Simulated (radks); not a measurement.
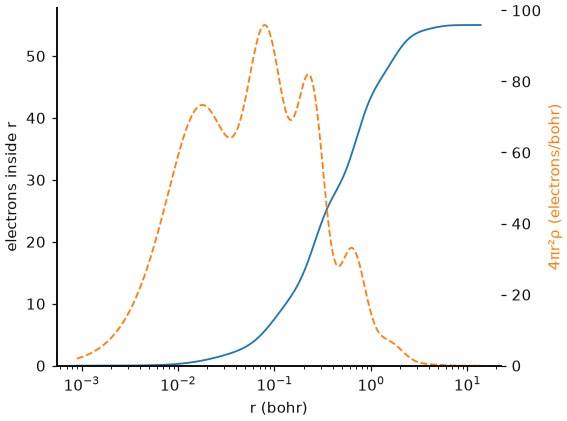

The Ba⁺ ion; electrons: [Xe] 6s1 (high spin). All numbers are computed, not measured: scalar-relativistic Kohn-Sham, r2SCAN, spin-polarised, spherical densities, finite nucleus (the in-house radial solver radks).

The plot shows the number of electrons inside radius r (solid) and the radial density 4πr²ρ (dashed).

> What does the plot show?

The count levels off at 55 electrons. Half of them lie within 0.411 bohr, 90 % within 1.70 bohr and 99 % within 4.20 bohr. The radial density has minima at 0.0346, 0.148 and 0.462 bohr, where the count stands at 2.0, 11.2 and 29.0; these part the shells that the density resolves.
